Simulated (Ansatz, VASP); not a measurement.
## Cross-check of InP between VASP and Ansatz

One calculation is typed for both programs; each brings its own data sets. How far apart do they land? The cell is taken from a series of VASP runs on this material, whose earlier steps may have relaxed, scaled or displaced it; both programs get it as it stands. Valence electrons are named where the data sets of a main pair hold unlike numbers.

Program: Ansatz 0.2.0. Level of theory: plane waves, with VASP 6.6.1 beside it; elastic constants at PBE with D3(BJ) and band structure at HSE06. Results are calculated unless marked as measured.

## Step 1: The starting structure

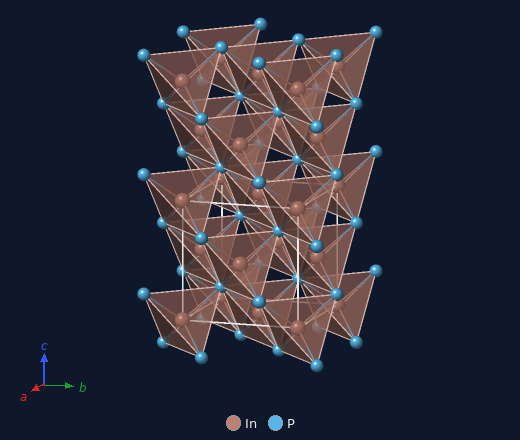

Start, viewed slightly off an axis; indium pink, phosphorus blue. 1×1×2 cells are drawn. This picture shows the conventional cell, with its axes. Some periodic images of atoms are drawn too.

## Step 2: Ansatz: elastic constants, PBE with D3(BJ)

Ansatz runs on its default PAW (the set named soft_2) files.

Elastic constants are differences of stresses under small strains, so they test the stress and the mesh.

Contents of input.yaml:

```yaml
crystal:
  lattice:
    - [0.0, 2.9457387471, 2.9457387471]
    - [2.9457387471, 0.0, 2.9457387471]
    - [2.9457387471, 2.9457387471, 0.0]
  atoms:
    - { symbol: In, position: [0.0, 0.0, 0.0] }
    - { symbol: P, position: [0.25, 0.25, 0.25] }
hamiltonian:
  xc: pbe
  pseudopotentials: { kind: paw }
  dispersion: d3bj
kpoints:
  mp_grid: { grid: [7, 7, 7] }
scf:
  occupations: { method: gaussian, width: 0.05 }
elastic:
  mode: relaxed_ion
  stencil: two_point
output:
  forces: true
  stress: true
```

Command:

```
$ ansatz run input.yaml --threads 4 --pin off --max-ram 9216MiB --backend cpu --events-out ev --progress --plain --runs-dir out
```

Numbers of over 12 decimals in the logs are rounded to 6 here.

The log of the run:

```text
Engine: ansatz 0.2.0, aarch64-unknown-linux-gnu
Pseudopotentials: kind: paw
Pseudopotential: In, paw, valence charge 13, recommended cutoff 420 eV (normal), In.paw.azcp
Pseudopotential: P, paw, valence charge 5, recommended cutoff 420 eV (normal), P.paw.azcp
Functional definition: PBE
  parameter kappa = 0.804
  parameter beta = 0.066725
  exchange = pbe_x(kappa = kappa, mu = beta*pi^2/3)
  correlation = pbe_c(beta = beta)
Crystal: 2 atoms, lattice volume = 51.123 Å³
Basis set: ecut = 420 eV, 965 PW (Γ), exchange–correlation on 60×60×60 points (8 copies of the dense FFT grid, shifted against one another)
Bands: 13, of which v1, the nominal top of the filled ones, is band 9 counted from 1 (8 counted from 0)
Symmetry: 24 space group operations
Space group: F-43m (ITA 216), of the structure as read, at distance tolerance 3.7e-5 Å
k-points: 20 of 343 (time reversal used)
Non-local potential: In, projectors of the file, l = 0: 2, l = 1: 2, l = 2: 2, l = 3: 2
Non-local potential: P, projectors of the file, l = 0: 2, l = 1: 2, l = 2: 2
PAW form: soft (Blöchl's): semilocal exchange-correlation on the pseudo side does not see the compensation charge
PAW one-centre angular grid: In, 590 points (default); XC on 64 Gauss nodes
PAW one-centre angular grid: P, 110 points (default); XC on 64 Gauss nodes
Initial density: superposition of atomic densities (neutral atoms: chi_scale 0, normalization atom), corrected by the library's trained network
Initial wavefunctions: pseudopotential atomic-orbital guess
Functional: x = pbe(κ = 0.804, μ = 0.219515), c = pbe(β = 0.066725)
SCF iter   1: F=—  HF=-6354.610634 eV  |F-HF|=—  |Δ(HF+E_count)|=         —  Δρ=1.87e-3  dr2=3.84e-3  ethr=1.77e-3  ⟨swp⟩=6.2  Hψ=1728  notcnv=0
preconditioner: auto → none  [insulator: Δε(μ)=0.616 eV  Ē_g=14.680 eV  σ=0.050 eV  W_gap=1.00  n_scr=14 (ndim 8)  ℏωp=22.0 eV  f_vac=0.022  D(μ)=0.00/eV (n_scr^D=0)  ε∞_Penn≈3.3]
SCF iter   2: F=—  HF=-6354.608620 eV  |F-HF|=—  |Δ(HF+E_count)|=   2.01e-3  Δρ=1.15e-3  dr2=6.80e-4  ethr=2.13e-5  ⟨swp⟩=2.0  Hψ=644  notcnv=0
SCF iter   3: F=—  HF=-6354.608435 eV  |F-HF|=—  |Δ(HF+E_count)|=   1.85e-4  Δρ=3.48e-4  dr2=6.28e-5  ethr=3.78e-6  ⟨swp⟩=2.0  Hψ=436  notcnv=0
SCF iter   4: F=—  HF=-6354.608480 eV  |F-HF|=—  |Δ(HF+E_count)|=   4.48e-5  Δρ=1.15e-4  dr2=5.20e-6  ethr=3.49e-7  ⟨swp⟩=2.0  Hψ=447  notcnv=0
SCF iter   5: F=—  HF=-6354.608481 eV  |F-HF|=—  |Δ(HF+E_count)|=   1.39e-6  Δρ=6.45e-5  dr2=1.98e-6  ethr=2.89e-8  ⟨swp⟩=2.0  Hψ=449  notcnv=0
SCF iter   6: F=—  HF=-6354.608482 eV  |F-HF|=—  |Δ(HF+E_count)|=   1.15e-6  Δρ=1.01e-5  dr2=4.38e-8  ethr=1.10e-8  ⟨swp⟩=2.0  Hψ=449  notcnv=0
SCF iter   7: F=—  HF=-6354.608482 eV  |F-HF|=—  |Δ(HF+E_count)|=   6.78e-9  Δρ=1.35e-6  dr2=9.97e-10  ethr=2.43e-10  ⟨swp⟩=2.0  Hψ=448  notcnv=0
SCF iter   8: F=—  HF=-6354.608482 eV  |F-HF|=—  |Δ(HF+E_count)|=  3.67e-10  Δρ=3.32e-7  dr2=4.25e-11  ethr=5.54e-12  ⟨swp⟩=2.0  Hψ=450  notcnv=0
SCF iter   9: F=—  HF=-6354.608482 eV  |F-HF|=—  |Δ(HF+E_count)|=  2.00e-11  Δρ=9.42e-8  dr2=3.02e-12  ethr=2.36e-13 (applied; sched 1.00e-12)  ⟨swp⟩=2.0  Hψ=455  notcnv=0
SCF iter  10: F=-6354.608482 eV  HF=-6354.608482 eV  |F-HF|=9.09e-13  |Δ(HF+E_count)|=  1.82e-12  Δρ=8.07e-9  dr2=3.41e-14  ethr=1.00e-12  ⟨swp⟩=4.3  Hψ=1263  notcnv=0
SCF 1 converged in 10 iterations: F = -6354.608482 eV  dr2 = 3.41e-14
  greatest PAW one-centre occupation: 0.981 electrons in one spin orbital (limit 2), on the In atom at site 0 (counted from 0), in its partial waves of l = 2
Crystal: 2 atoms, lattice volume = 51.020 Å³
Symmetry: 8 space group operations
k-points: 40 of 343 (time reversal used)
Initial density: handed on by an earlier stage of this run
Initial wavefunctions: those handed on with the density
iter 1 solved again at ethr=7.76e-8 eV; its pass at ethr=3.10e-3 eV (dr2=1.40e-5 eV) is discarded
SCF iter   1: F=—  HF=-6354.608385 eV  |F-HF|=—  |Δ(HF+E_count)|=         —  Δρ=1.16e-4  dr2=1.08e-5  ethr=7.76e-8  ⟨swp⟩=3.2  Hψ=3787  notcnv=0
preconditioner: auto → none  [insulator: Δε(μ)=0.636 eV  Ē_g=14.674 eV  σ=0.050 eV  W_gap=1.00  n_scr=14 (ndim 8)  ℏωp=22.1 eV  f_vac=0.015  D(μ)=0.00/eV (n_scr^D=0)  ε∞_Penn≈3.3]
SCF iter   2: F=—  HF=-6354.608385 eV  |F-HF|=—  |Δ(HF+E_count)|=   4.68e-7  Δρ=4.84e-5  dr2=1.13e-6  ethr=5.98e-8  ⟨swp⟩=2.0  Hψ=703  notcnv=0
SCF iter   3: F=—  HF=-6354.608382 eV  |F-HF|=—  |Δ(HF+E_count)|=   3.43e-6  Δρ=2.15e-5  dr2=2.08e-7  ethr=6.25e-9  ⟨swp⟩=2.8  Hψ=919  notcnv=0
SCF iter   4: F=—  HF=-6354.608382 eV  |F-HF|=—  |Δ(HF+E_count)|=   7.84e-8  Δρ=4.64e-6  dr2=8.17e-9  ethr=1.16e-9  ⟨swp⟩=2.7  Hψ=833  notcnv=0
SCF iter   5: F=—  HF=-6354.608382 eV  |F-HF|=—  |Δ(HF+E_count)|=   3.88e-9  Δρ=8.12e-7  dr2=2.28e-10  ethr=4.54e-11  ⟨swp⟩=2.0  Hψ=893  notcnv=0
SCF iter   6: F=—  HF=-6354.608382 eV  |F-HF|=—  |Δ(HF+E_count)|=  3.46e-10  Δρ=1.09e-7  dr2=4.36e-12  ethr=1.26e-12  ⟨swp⟩=2.1  Hψ=718  notcnv=0
SCF iter   7: F=-6354.608382 eV  HF=-6354.608382 eV  |F-HF|=1.82e-12  |Δ(HF+E_count)|=  9.09e-12  Δρ=9.74e-9  dr2=3.68e-14  ethr=1.00e-12  ⟨swp⟩=4.1  Hψ=2254  notcnv=0
SCF 2 converged in 7 iterations: F = -6354.608382 eV  dr2 = 3.68e-14
Crystal: 2 atoms, lattice volume = 51.225 Å³
[...]
SCF 4 converged in 9 iterations: F = -6354.608435 eV  dr2 = 1.94e-14
relax step   1: F+E_penalty+E_count = -6354.60843515 eV  Δ(F+E_penalty+E_count) = +0.000e0 eV  max|allowed force component| = 1.633e-2 eV/Å  Δτ_max = 0.0000 Å  (9 SCF iters, accepted)
[...]
relax step   2: F+E_penalty+E_count = -6354.60845193 eV  Δ(F+E_penalty+E_count) = -1.678e-5 eV  max|allowed force component| = 1.046e-3 eV/Å  Δτ_max = 0.0011 Å  (7 SCF iters, accepted)
[...]
relax step   3: F+E_penalty+E_count = -6354.60845200 eV  Δ(F+E_penalty+E_count) = -6.909e-8 eV  max|allowed force component| = 5.085e-8 eV/Å  Δτ_max = 0.0001 Å  (6 SCF iters, accepted)
[...]
relax step   1: F+E_penalty+E_count = -6354.60843515 eV  Δ(F+E_penalty+E_count) = +0.000e0 eV  max|allowed force component| = 1.633e-2 eV/Å  Δτ_max = 0.0000 Å  (9 SCF iters, accepted)
[...]
relax step   2: F+E_penalty+E_count = -6354.60845200 eV  Δ(F+E_penalty+E_count) = -1.685e-5 eV  max|allowed force component| = 7.921e-7 eV/Å  Δτ_max = 0.0010 Å  (7 SCF iters, accepted)
iter 1 solved again at ethr=1.00e-12 eV; its pass at ethr=3.10e-3 eV (dr2=6.24e-13 eV) is discarded
SCF iter   1: F=—  HF=-6354.608451 eV  |F-HF|=—  |Δ(HF+E_count)|=         —  Δρ=4.79e-8  dr2=8.94e-13  ethr=1.00e-12  ⟨swp⟩=3.3  Hψ=5855  notcnv=0
SCF iter   2: F=—  HF=-6354.608452 eV  |F-HF|=—  |Δ(HF+E_count)|=   1.26e-6  Δρ=3.35e-8  dr2=7.60e-13  ethr=4.96e-15 (applied; sched 1.00e-12)  ⟨swp⟩=3.0  Hψ=1797  notcnv=0
SCF iter   3: F=—  HF=-6354.608452 eV  |F-HF|=—  |Δ(HF+E_count)|=  9.09e-13  Δρ=1.73e-8  dr2=1.34e-13  ethr=4.22e-15 (applied; sched 1.00e-12)  ⟨swp⟩=2.0  Hψ=1038  notcnv=0
SCF iter   4: F=-6354.608452 eV  HF=-6354.608452 eV  |F-HF|=9.09e-13  |Δ(HF+E_count)|=  2.73e-12  Δρ=1.09e-8  dr2=3.96e-14  ethr=1.00e-12  ⟨swp⟩=4.2  Hψ=2369  notcnv=0
SCF 10 converged in 4 iterations: F = -6354.608452 eV  dr2 = 3.96e-14
SCF converged after 10 iterations
Free energy (F): -6354.608482 eV
Harris-Foulkes:  -6354.608482 eV  (|F-HF|=9.09e-13)
Internal energy: -6354.608482 eV  (E = F + TS)
E sigma→0 (E₀):  -6354.608482 eV
Fermi energy:    7.119088 eV
--- Per-component energies (eV) ---
  E_band       = -54.947191
  E_kinetic    = 313.296218
  E_local      = -1407.654963  (includes V_loc(G=0)·N_el)
  E_nonlocal   = 401.430755
  E_hartree    = 555.016060
  E_xc         = -276.478623
  E_vxc        = -159.707845  (∫ρ·V_xc dr)
  E_paw        = -4725.207815  (= ΣΔE_a)
  E_vpaw       = -312.343499  (= ΣTr[D̂ρ^β])
  E_aug_tail   = 0.000029  (compensation charges beyond the density's cutoff)
  E_ewald      = -1214.393380
  E_disp       = -0.616763  (pairwise vdW)
  E_smearing   = -0.000000  (= −TS)
  E_closure    = 0.000000  (closes the sum)
  Σ components = -6354.608482   (vs F -6354.608482, Δ=0.00e0)
--- Forces (eV/Å), atoms counted from 1 ---
  atom   1  In     0.00000000    -0.00000000    -0.00000000
  atom   2  P     -0.00000000     0.00000000    -0.00000000
  max |Σ_I F_I| component: 1.11e-16 eV/Å
--- Stress (GPa, compression-positive) ---
        0.062588       0.000000      -0.000000
       -0.000000       0.062588       0.000000
       -0.000000       0.000000       0.062588
  P = ⅓ Tr σ = 0.0626 GPa (0.626 kbar)
--- Band table (eV; the first three rows and the last of 20) ---
  k-point 0: bands = [... 5 lower, -4.6095, 6.8021, 6.8021, 6.8021, 7.4318, 10.8904, 10.8904, 10.8904]
  k-point 1: bands = [... 5 lower, -4.3833, 4.9912, 6.5733, 6.5733, 8.4789, 11.1177, 11.2295, 11.2295]
  k-point 2: bands = [... 5 lower, -3.7696, 2.8970, 6.1599, 6.1599, 8.5008, 11.6365, 11.6365, 12.4886]
  k-point 19: bands = [... 5 lower, -2.2969, 1.3029, 3.6261, 4.5027, 10.2150, 11.4611, 12.6545, 13.5682]
--- Elastic constants: 2 strain directions × 2 members + reference (group order 24) ---
  dense FFT box of the reference and of every strained cell: 30×30×30
  strains applied: 11, 23; error gains: componentwise 1.00 (the most a stress slope's error grows in a printed constant), spectral 1.73 (1 for all six strains in a standard setting)
  pairwise dispersion correction: d3bj (s6 = 1.0, s8 = 0.7875, a1 = 0.4289, a2_bohr = 4.4407), with the weights of each atom's references fixed at the reference crystal's, and the forces and stress that the weights' published response gives there kept as a pressure on the atom's counted neighbours (hamiltonian.dispersion)
  C = ∂σ_k/∂η_j (tension-positive GPa; Voigt order 11 22 33 23 13 12):
        92.305     52.171     52.171     -0.000      0.000      0.000
        52.171     92.305     52.171     -0.000     -0.000      0.000
        52.171     52.171     92.305     -0.000      0.000     -0.000
        -0.000      0.000      0.000     42.362     -0.000     -0.000
        -0.000     -0.000      0.000     -0.000     42.362     -0.000
         0.000     -0.000     -0.000      0.000     -0.000     42.362
  reference stress σ⁰ (GPa):     -0.063     -0.063     -0.063     -0.000      0.000      0.000
  C* (energy form; C + prestress term) asymmetry max|C*_kj − C*_jk| = 2.132e-14 GPa — a small one proves nothing (zero by symmetry where the batch's group is 432, −43m or m−3m); a large one is finite-difference/SCF noise where every solve meets its electron count
  moduli (Voigt/Reuss/Hill, GPa): K = 65.55/65.55/65.55   G = 33.44/29.33/31.39   E = 81.20   ν = 0.294
  mechanically stable: yes (min eigenvalue of sym C = 40.13 GPa)
  strain η (Voigt 11):  stress-route row diagonal C_11 = 92.31 GPa, energy-path curvature d²(F+E_count+ΔE)/dδ²/Ω₀ = 92.36 GPa
         δ    σ_11 (GPa)             F (eV)   n_scf  n_hpsi   n_pw
    -2.000e-3      -0.2476       -6354.6083821       7   10508   1006   relax 0 steps, max|allowed force component| 1.11e-16 eV/Å
     2.000e-3       0.1216       -6354.6084560       5    8392   1010   relax 0 steps, max|allowed force component| 1.11e-16 eV/Å
  strain η (Voigt 23):  stress-route row diagonal C_44 = 42.36 GPa, energy-path curvature d²(F+E_count+ΔE)/dδ²/Ω₀ = 42.43 GPa
         δ    σ_23 (GPa)             F (eV)   n_scf  n_hpsi   n_pw
    -2.000e-3      -0.0847       -6354.6084520       4   12276   1009   relax 3 steps, max|allowed force component| 5.09e-8 eV/Å
     2.000e-3       0.0847       -6354.6084520       4   11687   1009   relax 2 steps, max|allowed force component| 7.92e-7 eV/Å
```

It took 9.2 s on 4 threads of Arm Neoverse V1, shared host; peak memory 0.4 GiB.

(Continued in part 2 of 3.)

[Lines on the potential files, build, host, timing and source positions are cut from VASP's logs without a mark.]

[Logs are printed without paths, hosts, clocks, repeated set-up lines and the standing remarks that a program may print on its own settings, such as how far it seeks lower states.]

[Hosts, paths, dates, database ids (printed as entryN), source tags and the programs' standing remarks are cut or masked in the printed files.]
